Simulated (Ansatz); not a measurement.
C₂H₆GeS: single-point calculation

System: C₂H₆GeS, SMILES C[C](=S)[GeH3].
Method: RKS wB97M-V/def2-TZVPP (Ansatz 0.2.0).

The geometry comes from this level: PBE0-D4/def2-TZVP. Figures and captions count atoms from 1; the log counts them from 0 in places.

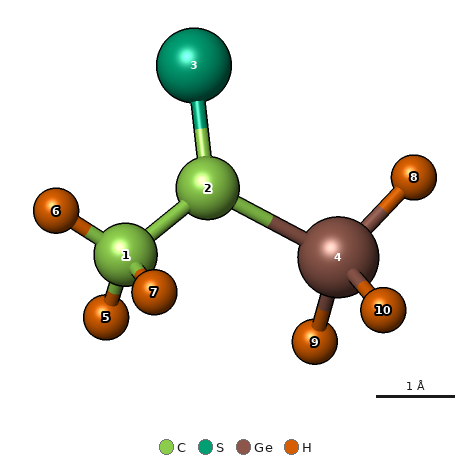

Figure 1. The structure as given in the input (ball-and-stick view, seen at a tilt; atoms are numbered from 1 in the order of the input). Sticks mark near contacts. Bond lengths as drawn: C–C 1.49 Å, C–Ge 1.98 Å, C–H 1.09 to 1.10 Å, C–S 1.61 Å and Ge–H 1.53 to 1.54 Å.

Key numbers:

| quantity | value |
| --- | --- |
| outcome | converged |
| total energy | −69520.6409 eV |
| SCF solution under orbital rotations | stable |
| HOMO | −8.43 eV |
| LUMO | −0.16 eV |
| largest force (length of the vector) | 0.287 eV/Å |
| dipole moment | 2.08 D |
| hardware | 4 threads of Arm Neoverse V2, 23 GiB of memory available, shared host |
| wall time | 12 s (CPU time 43 s) |
| peak memory | 0.88 GiB |

Input:
```yaml
crystal:
  periodic: [false, false, false]
  atoms:
    - {symbol: C, position_ang: [-0.359683, 1.223508, -0.713552]}
    - {symbol: C, position_ang: [-0.499861, -0.243757, -0.492783]}
    - {symbol: S, position_ang: [-1.503617, -1.177992, -1.345471]}
    - {symbol: Ge, position_ang: [0.622175, -1.032104, 0.929552]}
    - {symbol: H, position_ang: [-0.582127, 1.765265, 0.213308]}
    - {symbol: H, position_ang: [-1.017001, 1.576560, -1.508803]}
    - {symbol: H, position_ang: [0.679897, 1.466293, -0.963433]}
    - {symbol: H, position_ang: [0.367837, -2.538574, 1.001382]}
    - {symbol: H, position_ang: [0.273724, -0.352054, 2.267517]}
    - {symbol: H, position_ang: [2.101756, -0.738246, 0.615182]}
basis:
  gaussian: {orbitals: def2-TZVPP}
hamiltonian: {xc: {name: wB97M-V}}
output: {forces: true, orbitals: {seedname: orbitals}}
```

Run as:
```bash
ansatz run in.yaml --threads 4 --pin off --events-out ev --progress --plain --max-ram 10444MiB
```

The program's output:
```
Functional definition: wB97M-V
  name "wB97M-V"
  cite "Mardirossian & Head-Gordon, J. Chem. Phys. 144, 214110 (2016) doi:10.1063/1.4952647"
  cite "Becke, J. Chem. Phys. 107, 8554 (1997) doi:10.1063/1.475007"
  cite "Vydrov & Van Voorhis, J. Chem. Phys. 133, 244103 (2010) doi:10.1063/1.3521275"
  # Of w^i u^j: cxij and so on, Table III.
  parameter omega = 0.3/bohr
  parameter cx = 0.15
  parameter cx01 = 1.007
  parameter cx10 = 0.259
  parameter css00 = 0.443
  parameter css04 = -1.437
  parameter css10 = -4.535
  parameter css20 = -3.390
  parameter css43 = 4.278
  parameter cos00 = 1.000
  parameter cos10 = 1.358
  parameter cos20 = 2.924
  parameter cos21 = -8.812
  parameter cos60 = -1.390
  parameter cos61 = 9.142
  parameter b = 6.0
  parameter c = 0.01
  gx(w, u) = 1 - cx + cx01*u + cx10*w
  gss(w, u) = css00 + css04*u^4 + css10*w + css20*w^2 + css43*w^4*u^3
  gos(w, u) = cos00 + cos10*w + (cos20 + cos21*u)*w^2 + (cos60 + cos61*u)*w^6
  exchange = spin_sum(e_x_unif_sr(omega)*gx(b97_w, b97_u_x)) + cx*exact_x_sr(omega) + exact_x_lr(omega)
  correlation = spin_sum(e_c_pw_mod_same_spin*gss(b97_w, b97_u_same))
      + integral(e_c_pw_mod_opposite_spin*gos(b97_w_opposite, b97_u_opposite)) + vv10(b, c)
1391 factors; their error is unknown
309 factors; integrals over basis functions are off by at most 6.5e-6 eV
mean field evaluation 1: about -69517.7056 eV, gradient 3.7e1 eV
mean field evaluation 2: about -69518.6271 eV, gradient 3.1e1 eV
mean field evaluation 4: about -69520.4718 eV, gradient 1.9e0 eV
mean field evaluation 8: about -69520.4889 eV, gradient 6.5e-2 eV
mean field evaluation 16: about -69520.6409 eV, gradient 1.2e-4 eV
mean field -69520.64085674 eV, -2554.8364287023 hartree, gradient 4.8e-5 eV, S^2 0.000000; 0 other end points of the search recorded, 0 dependent functions left out
the calculation of the forces begins
reference -69520.64090512 eV, -2554.8364304802 hartree; 33, 33 occupied and 203, 203 virtual orbitals, 1391 factors
Total energy: -69520.64090512 eV, -2554.8364304802 hartree
Atom 0 at    -0.359683     1.223508    -0.713552 Å, force     0.039345     0.282474    -0.031608 eV/Å
Atom 1 at    -0.499861    -0.243757    -0.492783 Å, force    -0.049979    -0.271135     0.015063 eV/Å
Atom 2 at    -1.503617    -1.177992    -1.345471 Å, force     0.074541     0.080226     0.060615 eV/Å
Atom 3 at     0.622175    -1.032104     0.929552 Å, force     0.061012    -0.039732     0.078749 eV/Å
Atom 4 at    -0.582127     1.765265     0.213308 Å, force     0.004928    -0.052422    -0.081470 eV/Å
Atom 5 at    -1.017001     1.576560    -1.508803 Å, force     0.053537    -0.024052     0.064023 eV/Å
Atom 6 at     0.679897     1.466293    -0.963433 Å, force    -0.091963    -0.029105     0.010110 eV/Å
Atom 7 at     0.367837    -2.538574     1.001382 Å, force     0.015824     0.122801    -0.012284 eV/Å
Atom 8 at     0.273724    -0.352054     2.267517 Å, force     0.019229    -0.049471    -0.117078 eV/Å
Atom 9 at     2.101756    -0.738246     0.615182 Å, force    -0.126473    -0.019586     0.013880 eV/Å
Dipole moment:     0.242311     0.307808     0.183951 e Å
```

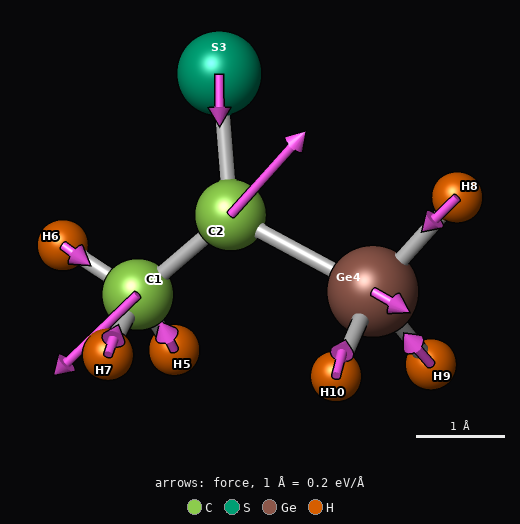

Figure 2. Forces on the atoms as pink arrows (ball-and-stick view, seen at a tilt; atoms are numbered from 1 in the order of the input). The largest act on C1 (0.29 eV/Å); C2 (0.28 eV/Å); H9, H10 (0.13 eV/Å); S3 (0.13 eV/Å), among others. The geometry is not a stationary point of this energy.

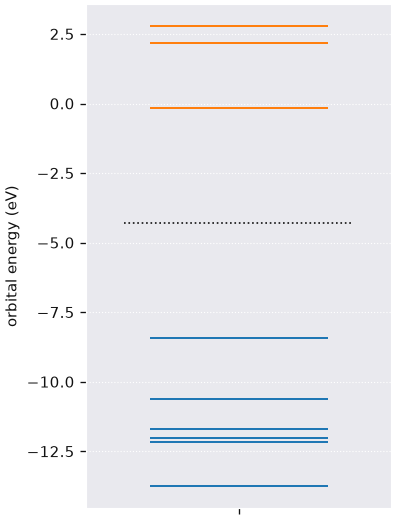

Figure 3. Orbital energies near the frontier; the dotted line parts filled from empty levels, and levels within 0.02 eV of each other stand side by side. Highest filled −8.43 eV, lowest empty −0.16 eV, 8.27 eV apart.

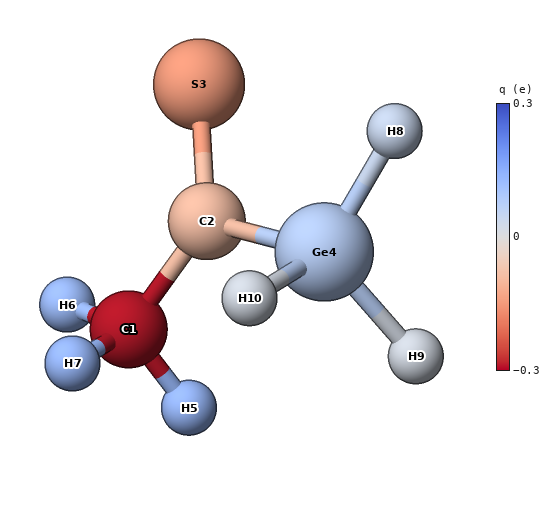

Figure 4. Mulliken charges, as the colour of each atom (ball-and-stick view, seen at a tilt; atoms are numbered from 1 in the order of the input). By element: C −0.29 to −0.08, S −0.14, Ge +0.07 and H +0.02 to +0.12 e.
